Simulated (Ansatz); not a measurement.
# A ladder of methods for CH4BClS (SMILES CSBCl)

The species is CH4BClS (8 atoms), meant as a singlet with charge 0. SMILES: `CSBCl`. Geometry: relaxed at PBE0-D4/def2-TZVP. This is one conformer, not always the lowest.

Each level gives the vertical ionisation energy (to the doublet cation) (eV). The values are calculated.

| level | kind | program | value (eV) | CPU time (all runs) |
| --- | --- | --- | --- | --- |
| HF/cc-pVDZ | Hartree–Fock | Ansatz | 8.99 | 9.2 s |
| SVWN5/cc-pVDZ | LDA | Ansatz | 9.79 | 13 s |
| BLYP/cc-pVDZ | GGA | Ansatz | 9.43 | 22 s |
| revPBE/cc-pVDZ | GGA | Ansatz | 9.58 | 22 s |
| r2SCAN/cc-pVDZ | meta-GGA | Ansatz | 9.79 | 52 s |
| BHLYP/cc-pVDZ | global hybrid | Ansatz | 9.79 | 29 s |
| wB97X/cc-pVDZ | range-separated hybrid | Ansatz | 9.97 | 1.9 min |
| MP2/cc-pVDZ | perturbation theory | Ansatz | 9.84 | 9.9 s |
| CCSD/cc-pVDZ | coupled cluster or CI | Ansatz | 9.67 | 65 s |

The values span 8.99 to 9.97 eV. CPU times are rough (shared hosts, several kinds of processor and program).

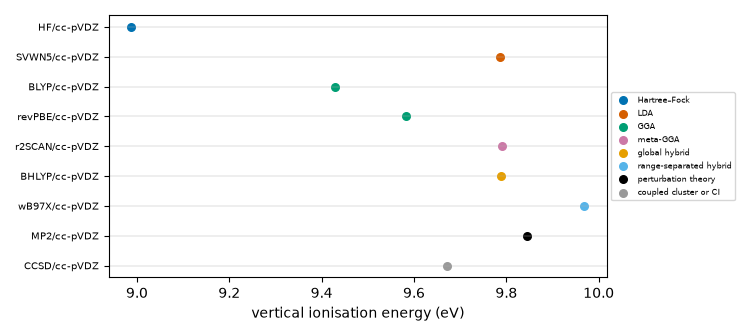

The values of the table, level by level.
